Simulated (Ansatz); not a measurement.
**A hypothetical structure for CuNi3As**

Starting from a made-up structure for CuNi3As, the aim is the relaxed cell, its shortest contacts and, where a second run follows, its electronic structure.

Method: DFT, PBEsol, plane-wave PAW, files of the set soft_1, scalar-relativistic, ferromagnetic start, cell and ions relaxed at zero pressure; PAW set soft_1, in Ansatz 0.2.0.

## 1. Starting point

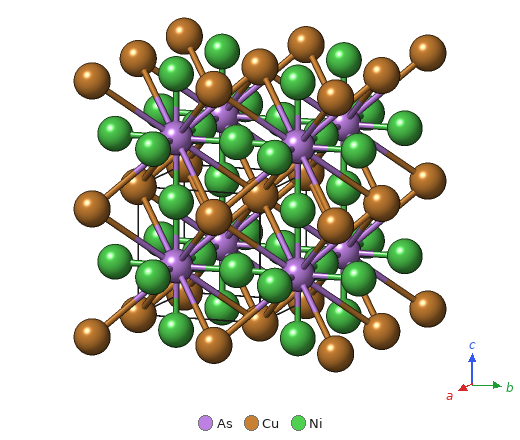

The cell as given, slightly off an axis (arsenic purple, copper orange, nickel green). 2×2×2 cells are drawn. Some periodic images of atoms are drawn too.

Coordinates:

```cif
data_structure
_symmetry_space_group_name_H-M 'Pm-3m'
_symmetry_Int_Tables_number 221
_cell_length_a 3.9490
_cell_length_b 3.9490
_cell_length_c 3.9490
_cell_angle_alpha 90.000
_cell_angle_beta 90.000
_cell_angle_gamma 90.000
_cell_volume 61.58
loop_
_atom_site_label
_atom_site_type_symbol
_atom_site_symmetry_multiplicity
_atom_site_Wyckoff_symbol
_atom_site_fract_x
_atom_site_fract_y
_atom_site_fract_z
_atom_site_occupancy
As1 As 1 b 0.50000 0.50000 0.50000 1
Cu1 Cu 1 a 0.00000 0.00000 0.00000 1
Ni1 Ni 3 c 0.50000 0.00000 0.50000 1
```

## 2. Relaxation of the guess

The guessed cell has no reason to be at equilibrium. It is relaxed with the atoms, within the space group of the guess.

The input, input.yaml:

```yaml
crystal:
  lattice:
    - [3.949, 0.0, 0.0]
    - [0.0, 3.949, 0.0]
    - [0.0, 0.0, 3.949]
  atoms:
    - { symbol: As, position: [0.5, 0.5, 0.5] }
    - { symbol: Cu, position: [0.0, 0.0, 0.0], spin: 0.6 }
    - { symbol: Ni, position: [0.5, 0.0, 0.5], spin: 1.0 }
    - { symbol: Ni, position: [0.5, 0.5, 0.0], spin: 1.0 }
    - { symbol: Ni, position: [0.0, 0.5, 0.5], spin: 1.0 }
magnetization:
  spin_polarized: true
kpoints:
  mp_grid: { grid: [7, 7, 7] }
scf:
  occupations: { method: fermi_dirac, width: 0.05 }
hamiltonian:
  xc: pbesol
  pseudopotentials: { kind: paw, azcp: { folder: soft_1 }, xc_functional: pbe }
relax:
  f_tol: 0.015
  max_steps: 70
  cell: {}
output:
  forces: true
  stress: true
```

Run with:

```bash
$ ansatz run input.yaml --threads 4 --pin off --max-ram 8192MiB --backend cpu --events-out ev --progress --plain --runs-dir out
```

Numbers of over 12 decimals in the logs are rounded to 6 here.

Output:

```text
Engine: ansatz 0.2.0, x86_64-unknown-linux-gnu
Pseudopotentials: kind: paw
Pseudopotential: As, paw, valence charge 15, recommended cutoff 420 eV (normal), soft_1/As.paw.azcp
Pseudopotential: Cu, paw, valence charge 19, recommended cutoff 420 eV (normal), soft_1/Cu.paw.azcp
Pseudopotential: Ni, paw, valence charge 18, recommended cutoff 420 eV (normal), soft_1/Ni.paw.azcp
Functional definition: PBEsol
  exchange = pbesol_x
  correlation = pbesol_c
Crystal: 5 atoms, lattice volume = 61.583 Å³
Basis set: ecut = 420 eV, 1213 PW (Γ), exchange–correlation on 54×54×54 points (8 copies of the dense FFT grid, shifted against one another)
Bands: 55, of which v1, the nominal top of the filled ones, is band 44 counted from 1 (43 counted from 0)
Symmetry: 48 space group operations
Space group: Pm-3m (ITA 221), of the structure as read, at distance tolerance 3.9e-5 Å
Magnetic group: BNS 221.92 (UNI 1594), of the structure as read, at distance tolerance 3.9e-5 Å
k-points: 20 of 343
Non-local potential: As, projectors of the file, l = 0: 2, l = 1: 2, l = 2: 3, l = 3: 1
Non-local potential: Cu, projectors of the file, l = 0: 3, l = 1: 2, l = 2: 3, l = 3: 1
Non-local potential: Ni, projectors of the file, l = 0: 3, l = 1: 2, l = 2: 3, l = 3: 1
PAW form: soft (Blöchl's): semilocal exchange-correlation on the pseudo side does not see the compensation charge
PAW frozen core: As, regenerated for the run's functional, and the local potential with it (the file was generated under x = pbe(κ = 0.804, μ = 0.219515), c = pbe(β = 0.066725))
PAW frozen core: Cu, regenerated for the run's functional, and the local potential with it (the file was generated under x = pbe(κ = 0.804, μ = 0.219515), c = pbe(β = 0.066725))
PAW frozen core: Ni, regenerated for the run's functional, and the local potential with it (the file was generated under x = pbe(κ = 0.804, μ = 0.219515), c = pbe(β = 0.066725))
PAW one-centre angular grid: As, 590 points (default); XC on 64 Gauss nodes
PAW one-centre angular grid: Cu, 590 points (default); XC on 64 Gauss nodes
PAW one-centre angular grid: Ni, 590 points (default); XC on 64 Gauss nodes
Initial density: superposition of atomic densities (chi_scale 0.1, normalization cell)
Starting moments: Σ|m| = 3.6 μB on 4 of 5 sites
Initial wavefunctions: pseudopotential atomic-orbital guess
Functional: x = pbesol(κ = 0.804, μ = 0.123457), c = pbesol(β = 0.046)
SCF iter   1: F=—  HF=-28805.439980 eV  |F-HF|=—  |Δ(HF+E_count)|=         —  Δρ=1.86e-1 (↑1.35e-1 ↓1.86e-1)  dr2=5.04e1  dr2_m=1.48e0  M=1.849 μB ∫|m|=2.015 μB  β_m=0.30  ethr=3.10e-3  ⟨swp⟩=6.0  Hψ=8594  notcnv=0  defer=2
Mixer restart at iter 1: flushing history
preconditioner: auto → Kerker (q_TF=auto, 2.896 Å⁻¹)  [metal: Δε(μ)=0.022 eV  Ē_g=8.929 eV  σ=0.050 eV  W_gap=0.11  n_scr=26 (ndim 8)  ℏωp=32.1 eV  f_vac=0.000  D(μ)=7.44/eV (n_scr^D=92)]
spin=Collinear: Kerker preconditioning applied to the charge; magnetization (m = ρ↑ − ρ↓) channel mixes plain (no charge-response kernel on spin).
SCF iter   2: F=—  HF=-28810.278048 eV  |F-HF|=—  |Δ(HF+E_count)|=    4.84e0  Δρ=7.76e-2 (↑6.65e-2 ↓7.76e-2)  dr2=4.85e0  dr2_m=4.42e-1  M=1.687 μB ∫|m|=1.809 μB  β_m=0.27  ethr=3.10e-3  ⟨swp⟩=4.0  Hψ=5687  notcnv=0  defer=115
SCF iter   3: F=—  HF=-28808.735295 eV  |F-HF|=—  |Δ(HF+E_count)|=    1.54e0  Δρ=4.07e-2 (↑2.82e-2 ↓4.07e-2)  dr2=9.50e-1  dr2_m=5.41e-1  M=1.424 μB ∫|m|=1.562 μB  β_m=0.41  ethr=3.10e-3  ⟨swp⟩=2.1  Hψ=4642  notcnv=0  defer=123
SCF iter   4: F=—  HF=-28811.006232 eV  |F-HF|=—  |Δ(HF+E_count)|=    2.27e0  Δρ=5.44e-2 (↑3.72e-2 ↓5.44e-2)  dr2=3.65e0  dr2_m=5.70e-1  M=0.889 μB ∫|m|=1.075 μB  β_m=0.11  ethr=1.08e-3  ⟨swp⟩=2.5  Hψ=4663  notcnv=0  defer=124
SCF iter   5: F=—  HF=-28811.586112 eV  |F-HF|=—  |Δ(HF+E_count)|=   5.80e-1  Δρ=3.71e-2 (↑2.27e-2 ↓3.71e-2)  dr2=5.24e-1  dr2_m=3.82e-1  M=0.723 μB ∫|m|=0.922 μB  β_m=0.49  ethr=1.08e-3  ⟨swp⟩=2.4  Hψ=2981  notcnv=0  defer=124
SCF iter   6: F=—  HF=-28812.275334 eV  |F-HF|=—  |Δ(HF+E_count)|=   6.89e-1  Δρ=2.18e-2 (↑1.83e-2 ↓2.18e-2)  dr2=5.97e-1  dr2_m=2.19e-2  M=0.065 μB ∫|m|=0.112 μB  β_m=0.59  ethr=5.95e-4  ⟨swp⟩=3.0  Hψ=3962  notcnv=0  defer=122
SCF iter   7: F=—  HF=-28812.298853 eV  |F-HF|=—  |Δ(HF+E_count)|=         —  Δρ=1.84e-2 (↑1.65e-2 ↓1.84e-2)  dr2=5.22e-1  dr2_m=4.97e-3  M=0.006 μB ∫|m|=0.038 μB  β_m=0.59  ethr=5.95e-4  ⟨swp⟩=2.0  Hψ=2517  notcnv=0  defer=122
Mixer restart at iter 7: flushing history
SCF iter   8: F=—  HF=-28812.328949 eV  |F-HF|=—  |Δ(HF+E_count)|=   3.01e-2  Δρ=1.82e-2 (↑1.82e-2 ↓1.69e-2)  dr2=3.87e-1  dr2_m=1.44e-3  M=0.004 μB ∫|m|=0.022 μB  β_m=0.45  ethr=5.93e-4  ⟨swp⟩=2.2  Hψ=4286  notcnv=0  defer=122
SCF iter   9: F=—  HF=-28812.232153 eV  |F-HF|=—  |Δ(HF+E_count)|=   9.68e-2  Δρ=5.21e-3 (↑5.21e-3 ↓4.49e-3)  dr2=5.71e-2  dr2_m=1.08e-3  M=0.003 μB ∫|m|=0.019 μB  β_m=0.54  ethr=4.39e-4  ⟨swp⟩=2.0  Hψ=4632  notcnv=0  defer=128
SCF iter  10: F=—  HF=-28812.231315 eV  |F-HF|=—  |Δ(HF+E_count)|=   8.38e-4  Δρ=4.94e-3 (↑4.20e-3 ↓4.94e-3)  dr2=2.22e-2  dr2_m=1.53e-4  M=0.001 μB ∫|m|=0.008 μB  β_m=0.41  ethr=6.49e-5  ⟨swp⟩=2.1  Hψ=3273  notcnv=0  defer=128
SCF iter  11: F=—  HF=-28812.224700 eV  |F-HF|=—  |Δ(HF+E_count)|=   6.62e-3  Δρ=1.73e-3 (↑1.61e-3 ↓1.73e-3)  dr2=2.06e-3  dr2_m=8.22e-5  M=0.001 μB ∫|m|=0.006 μB  β_m=0.71  ethr=2.53e-5  ⟨swp⟩=2.0  Hψ=3368  notcnv=0  defer=128
SCF iter  12: F=—  HF=-28812.226311 eV  |F-HF|=—  |Δ(HF+E_count)|=   1.61e-3  Δρ=1.42e-3 (↑1.42e-3 ↓1.36e-3)  dr2=3.87e-3  dr2_m=4.30e-5  M=0.001 μB ∫|m|=0.004 μB  β_m=0.79  ethr=2.34e-6  ⟨swp⟩=2.0  Hψ=4245  notcnv=0  defer=128
SCF iter  13: F=—  HF=-28812.226093 eV  |F-HF|=—  |Δ(HF+E_count)|=   2.19e-4  Δρ=5.55e-4 (↑5.55e-4 ↓5.51e-4)  dr2=6.09e-4  dr2_m=5.00e-6  M=0.000 μB ∫|m|=0.001 μB  β_m=0.78  ethr=2.34e-6  ⟨swp⟩=1.2  Hψ=2333  notcnv=0  defer=128
SCF iter  14: F=—  HF=-28812.226046 eV  |F-HF|=—  |Δ(HF+E_count)|=   4.63e-5  Δρ=1.32e-4 (↑1.20e-4 ↓1.32e-4)  dr2=3.52e-5  dr2_m=1.91e-7  M=0.000 μB ∫|m|=0.000 μB  β_m=0.74  ethr=6.92e-7  ⟨swp⟩=1.0  Hψ=2228  notcnv=0  defer=128
SCF iter  15: F=—  HF=-28812.226069 eV  |F-HF|=—  |Δ(HF+E_count)|=   2.24e-5  Δρ=4.31e-5 (↑4.09e-5 ↓4.31e-5)  dr2=3.87e-6  dr2_m=1.11e-9  M=0.000 μB ∫|m|=0.000 μB  β_m=0.77  ethr=4.00e-8  ⟨swp⟩=2.0  Hψ=2389  notcnv=0  defer=128
SCF iter  16: F=—  HF=-28812.226068 eV  |F-HF|=—  |Δ(HF+E_count)|=   4.83e-7  Δρ=6.12e-6 (↑4.80e-6 ↓6.12e-6)  dr2=4.13e-8  dr2_m=4.46e-10  M=-0.000 μB ∫|m|=0.000 μB  β_m=0.88  ethr=4.39e-9  ⟨swp⟩=2.0  Hψ=2535  notcnv=0  defer=128
[...]
relax step   4: F+E_penalty+E_count = -28813.57210969 eV  Δ(F+E_penalty+E_count) = -5.627e-3 eV  max|allowed force component| = 1.037e-28 eV/Å  Δτ_max = 0.0000 Å  P = -0.103 GPa  Ω = 75.191 Å³  energy of the carried Pulay correction = -1.044e-2 eV  (10 SCF iters, dr2 threshold 5.00e-7 eV, accepted)
[...]
relax step   5: F+E_penalty+E_count = -28813.57216929 eV  Δ(F+E_penalty+E_count) = -5.959e-5 eV  max|allowed force component| = 1.267e-29 eV/Å  Δτ_max = 0.0000 Å  P = -0.001 GPa  Ω = 75.132 Å³  energy of the carried Pulay correction = -1.040e-2 eV  (9 SCF iters, dr2 threshold 2.63e-8 eV, accepted)
[...]
relax step   6: F+E_penalty+E_count = -28813.59477268 eV  Δ(F+E_penalty+E_count) = -2.260e-2 eV  max|allowed force component| = 7.659e-29 eV/Å  Δτ_max = 0.0000 Å  P = +0.596 GPa  Ω = 75.132 Å³  stress off target by 5.96e-1 GPa  SCF on the basis re-selected at this cell (its energy is not comparable with the rows above)  (17 SCF iters)
[...]
relax step   7: F+E_penalty+E_count = -28813.59529691 eV  Δ(F+E_penalty+E_count) = -5.242e-4 eV  max|allowed force component| = 1.264e-29 eV/Å  Δτ_max = 0.0000 Å  P = +0.059 GPa  Ω = 75.478 Å³  energy of the carried Pulay correction = -1.802e-4 eV  (8 SCF iters, dr2 threshold 5.00e-7 eV, accepted)
[...]
relax step   8: F+E_penalty+E_count = -28813.59528430 eV  Δ(F+E_penalty+E_count) = +1.261e-5 eV  max|allowed force component| = 4.307e-29 eV/Å  Δτ_max = 0.0000 Å  P = +0.003 GPa  Ω = 75.515 Å³  energy of the carried Pulay correction = -1.999e-4 eV  (8 SCF iters, dr2 threshold 8.83e-9 eV, accepted)
iter 1 solved again at ethr=5.14e-8 eV; its pass at ethr=3.10e-3 eV (dr2=4.53e-5 eV) is discarded
SCF iter   1: F=—  HF=-28813.595467 eV  |F-HF|=—  |Δ(HF+E_count)|=         —  Δρ=5.66e-6 (↑5.66e-6 ↓5.61e-6)  dr2=5.55e-8  dr2_m=5.94e-12  M=-0.000 μB ∫|m|=0.000 μB  β_m=0.65  ethr=5.14e-8  ⟨swp⟩=4.0  Hψ=15976  notcnv=0
preconditioner: auto → Kerker (q_TF=auto, 2.181 Å⁻¹)  [metal: Δε(μ)=0.105 eV  Ē_g=8.497 eV  σ=0.050 eV  W_gap=0.43  n_scr=18 (ndim 8)  ℏωp=29.0 eV  f_vac=0.000  D(μ)=4.21/eV (n_scr^D=32)]
spin=Collinear: Kerker preconditioning applied to the charge; magnetization (m = ρ↑ − ρ↓) channel mixes plain (no charge-response kernel on spin).
SCF iter   2: F=—  HF=-28813.595465 eV  |F-HF|=—  |Δ(HF+E_count)|=   1.75e-6  Δρ=2.01e-5 (↑2.00e-5 ↓2.01e-5)  dr2=7.63e-7  dr2_m=2.74e-12  M=-0.000 μB ∫|m|=0.000 μB  β_m=0.30  ethr=6.31e-11  ⟨swp⟩=3.0  Hψ=4563  notcnv=0
SCF iter   3: F=—  HF=-28813.595465 eV  |F-HF|=—  |Δ(HF+E_count)|=   7.40e-8  Δρ=2.51e-6 (↑2.51e-6 ↓2.47e-6)  dr2=1.15e-8  dr2_m=1.75e-12  M=-0.000 μB ∫|m|=0.000 μB  β_m=0.31  ethr=6.31e-11  ⟨swp⟩=2.0  Hψ=3962  notcnv=0
SCF iter   4: F=—  HF=-28813.595465 eV  |F-HF|=—  |Δ(HF+E_count)|=   1.11e-8  Δρ=1.01e-6 (↑1.01e-6 ↓9.72e-7)  dr2=1.27e-9  dr2_m=1.05e-12  M=-0.000 μB ∫|m|=0.000 μB  β_m=0.39  ethr=1.30e-11  ⟨swp⟩=2.0  Hψ=3920  notcnv=0
SCF iter   5: F=—  HF=-28813.595465 eV  |F-HF|=—  |Δ(HF+E_count)|=   1.16e-9  Δρ=6.59e-7 (↑6.18e-7 ↓6.59e-7)  dr2=5.22e-10  dr2_m=5.54e-13  M=-0.000 μB ∫|m|=0.000 μB  β_m=0.45  ethr=1.44e-12  ⟨swp⟩=2.0  Hψ=3954  notcnv=0
SCF iter   6: F=—  HF=-28813.595465 eV  |F-HF|=—  |Δ(HF+E_count)|=   1.42e-9  Δρ=4.55e-7 (↑4.24e-7 ↓4.55e-7)  dr2=4.08e-10  dr2_m=2.28e-13  M=-0.000 μB ∫|m|=0.000 μB  β_m=0.66  ethr=1.00e-12  ⟨swp⟩=2.0  Hψ=2926  notcnv=0
SCF iter   7: F=—  HF=-28813.595465 eV  |F-HF|=—  |Δ(HF+E_count)|=   1.14e-9  Δρ=2.87e-7 (↑2.75e-7 ↓2.87e-7)  dr2=2.44e-10  dr2_m=3.83e-14  M=-0.000 μB ∫|m|=0.000 μB  β_m=0.83  ethr=1.00e-12  ⟨swp⟩=2.0  Hψ=3066  notcnv=0
SCF iter   8: F=—  HF=-28813.595465 eV  |F-HF|=—  |Δ(HF+E_count)|=  3.57e-10  Δρ=1.46e-7 (↑1.46e-7 ↓1.46e-7)  dr2=5.64e-11  dr2_m=8.03e-16  M=0.000 μB ∫|m|=0.000 μB  β_m=0.91  ethr=1.00e-12  ⟨swp⟩=2.0  Hψ=3078  notcnv=0
SCF iter   9: F=-28813.595465 eV  HF=-28813.595465 eV  |F-HF|=3.64e-12  |Δ(HF+E_count)|=  1.46e-11  Δρ=1.97e-8 (↑1.97e-8 ↓1.97e-8)  dr2=5.15e-13  dr2_m=2.13e-18  M=0.000 μB ∫|m|=0.000 μB  ethr=1.00e-12  ⟨swp⟩=3.0  Hψ=7220  notcnv=0
the starting moments were not kept: the SCF closed with an absolute magnetisation of 4.5e-9 μB, where they sum to 3.6 μB in size (4 sites). That is at most 0.1 of that sum. Measured as dr2_m measures the in/out step, that magnetisation stands 1.3e-17 eV from none, at or under the dr2_threshold of 5.0e-11 eV: it is no larger than a step whose dr2_m would equal this threshold.
SCF 9 converged in 9 iterations: F = -28813.595465 eV  dr2 = 5.15e-13
relax step   9: F+E_penalty+E_count = -28813.59546486 eV  Δ(F+E_penalty+E_count) = -1.806e-4 eV  max|allowed force component| = 2.850e-29 eV/Å  Δτ_max = 0.0000 Å  P = -0.003 GPa  Ω = 75.515 Å³  stress off target by 2.66e-3 GPa  SCF on the basis re-selected at this cell (its energy is not comparable with the rows above)  (9 SCF iters)
basis re-selected at this cell: Δ(F+E_penalty+E_count) = -1.806e-4 eV, ΔP = -0.005 GPa vs the last step (what re-selecting the basis moved, of the pressure what is left beyond the Pulay correction that the steps carried, after the strain that the cell walked since its last selection, with what the two solves' SCF thresholds leave and, on support functions, any second-order correction that the steps lacked; it is no m [...]
SCF converged after 9 iterations
Magnetization: 0.0000 μB (44.0000 up, 44.0000 down)
Absolute magnetization: 0.0000 μB (∫|ρ↑−ρ↓|, with the PAW one-centre terms)
Spin contamination: 0.0000 ħ² per cell (⟨S²⟩ above its minimum at these occupations)
Per-site moments (μB) at R_I (Å): [(7.889738719674251e-11, 0.871777), (-8.518179264067246e-11, 1.232878), (1.1865102945574059e-9, 0.871777), (1.1865106279797848e-9, 0.871777), (1.1865111059194662e-9, 0.871777)]
Free energy (F): -28813.595465 eV
Harris-Foulkes:  -28813.595465 eV  (|F-HF|=3.64e-12)
Internal energy: -28813.558869 eV  (E = F + TS)
E sigma→0 (E₀):  -28813.577167 eV
Entropy (-TS):   -0.036596 eV (-7.319 meV/atom)
Fermi energy:    12.003104 eV
--- Per-component energies (eV) ---
  E_band       = -1790.257264
  E_kinetic    = 1382.618293
  E_local      = -17379.695796  (includes V_loc(G=0)·N_el)
  E_nonlocal   = 174.379854
  E_hartree    = 8653.443224
  E_xc         = -470.165578
  E_vxc        = -592.127449  (∫ρ·V_xc dr)
  E_paw        = -8637.731535  (= ΣΔE_a)
  E_vpaw       = -2682.322909  (= ΣTr[D̂ρ^β])
  E_aug_tail   = 0.004224  (compensation charges beyond the density's cutoff)
  E_ewald      = -12538.176056
  E_core_change = 1.764501  (= ΣΔE_core)
  E_smearing   = -0.036596  (= −TS)
  E_closure    = 0.000000  (closes the sum)
  Σ components = -28813.595465   (vs F -28813.595465, Δ=0.00e0)
--- Forces (eV/Å), atoms counted from 1 ---
  atom   1  As     0.00000000     0.00000000     0.00000000
  atom   2  Cu    -0.00000000    -0.00000000    -0.00000000
  atom   3  Ni     0.00000000    -0.00000000    -0.00000000
  atom   4  Ni    -0.00000000    -0.00000000    -0.00000000
  atom   5  Ni     0.00000000    -0.00000000     0.00000000
  max |Σ_I F_I| component: 4.68e-29 eV/Å
--- Stress (GPa, compression-positive) ---
       -0.002660      -0.000000       0.000000
       -0.000000      -0.002660       0.000000
        0.000000       0.000000      -0.002660
  P = ⅓ Tr σ = -0.0027 GPa (-0.027 kbar)
--- Relaxed structure (7 steps of the walk, 7 accepted, 2 SCFs on fresh bases) ---
  F+E_penalty+E_count = -28813.59546486 eV   max|allowed force component| = 2.850e-29 eV/Å   (the final SCF, on the basis selected at the relaxed cell)
  cell:  # Å, volume = 75.5151 Å³
    - [4.226796, 0, 0]
    - [0, 4.226796, 0]
    - [0, 0, 4.226796]
  atoms:
    - { symbol: As, position: [0.5, 0.5, 0.5] }
    - { symbol: Cu, position: [0, 0, 0] }
    - { symbol: Ni, position: [0.5, 0, 0.5] }
    - { symbol: Ni, position: [0.5, 0.5, 0] }
    - { symbol: Ni, position: [0, 0.5, 0.5] }
```

Wall time 19 s (4 threads of Intel Xeon Platinum 8559C (Emerald Rapids), shared host); peak memory 0.58 GiB.

Step by step:

```tsv
step	energy less that of the first step (eV)	largest force component (eV/Å)	pressure (GPa)	volume (Å³)
1	0.0000	0.0000	38.17	61.58
2	-1.2510	0.0000	8.01	71.04
3	-1.3404	0.0000	1.93	74.05
4	-1.3460	0.0000	-0.10	75.19
5	-1.3461	0.0000	0.00	75.13
6*	-1.3687	0.0000	0.60	75.13
7	-1.3692	0.0000	0.06	75.48
8	-1.3692	0.0000	0.00	75.52
9*	-1.3694	0.0000	0.00	75.52
```

Relaxation steps marked * repeat the geometry before them on a plane-wave basis chosen anew for their cell, so energy and pressure can jump there.

The run keeps the 48 symmetry operations that it works with, so distortions that break them were not tested.

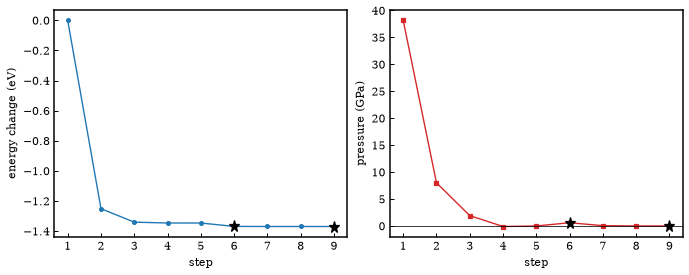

Energy and pressure along the relaxation. Stars mark steps on a basis chosen anew.

```tsv
conventional cell, symmetrised	before	after	change
a (Å)	3.949	4.227	+7.0 %
b (Å)	3.949	4.227	+7.0 %
c (Å)	3.949	4.227	+7.0 %
volume (Å³/atom)	12.32	15.10	+22.6 %
```

The relaxed structure:

```
As Cu Ni
1.0
     4.22680    0.00000    0.00000
     0.00000    4.22680    0.00000
     0.00000    0.00000    4.22680
As Cu Ni
1 1 3
Direct
  0.50000 0.50000 0.50000
  0.00000 0.00000 0.00000
  0.50000 0.00000 0.50000
  0.50000 0.50000 0.00000
  0.00000 0.50000 0.50000
```

This step gave:

| Quantity | Value |
| --- | --- |
| free energy | -28813.5955 eV |
| energy at zero smearing | -28813.5772 eV |
| smearing term TS | 0.03660 eV |
| Fermi energy | 12.00 eV |
| electrons | 88 |
| symmetry operations | 48 |
| pressure | -0.002660 GPa |

The shortest distance of each pair, which need not be the same contact before and after:

```tsv
pair	guess (Å)	relaxed (Å)
As–Ni	1.974	2.113
Cu–Ni	2.792	2.989
Ni–Ni	2.792	2.989
As–Cu	3.420	3.661
As–As	3.949	4.227
```

The relaxation ends with a pressure of 0.00 GPa. The starting moments have collapsed: the run ends non-magnetic.

## 3. What came out

```
space group, relaxed : Pm-3m
conventional cell    : a = 4.227, b = 4.227, c = 4.227 Å; α = 90.0°, β = 90.0°, γ = 90.0°
volume per atom      : 15.10 Å³ (guess 12.32)
total moment         : 0.00 μB in the cell of 5 atoms
```

**Reading.** CuNi3As relaxes to Pm-3m with a = 4.227, b = 4.227 and c = 4.227 Å. The guessed volume was 18 % too small. The space group Pm-3m was held in the relaxation, so the end point is a stationary structure within it and may be a saddle against distortions or other arrangements. The moments died out from this one start and weren't seeded again at the relaxed cell. Mesh and cutoff weren't tested. No dispersion term is used, so weakly bound directions may come out too long. Nothing here tests whether the compound is stable against decomposition.

[Logs are printed without paths, hosts, clocks, repeated set-up lines and the standing remarks that a program may print on its own settings, such as how far it seeks lower states.]

[Hosts, paths, dates, database ids (printed as entryN), source tags and the programs' standing remarks are cut or masked in the printed files.]
